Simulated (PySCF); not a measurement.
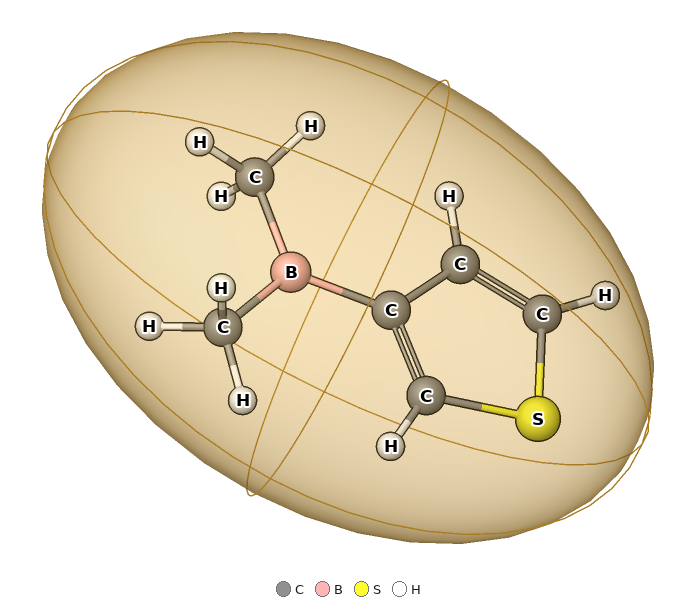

The ellipsoid shows the static dipole polarisability: its half-axes are proportional to the principal values. The geometry was computed by an optimisation with PBE0-D3(BJ)/def2-SVP. No frequency run is at hand to confirm it as a minimum. Computed with CAM-B3LYP/def2-SVPD (PySCF 2.14.0).

How large and how anisotropic is the polarisability?

Principal values 69.2, 104.0, 135.7 bohr³; mean 103.0 bohr³ (15.26 Å³); anisotropy 57.7 bohr³, so the longest axis is 1.96 times the shortest.
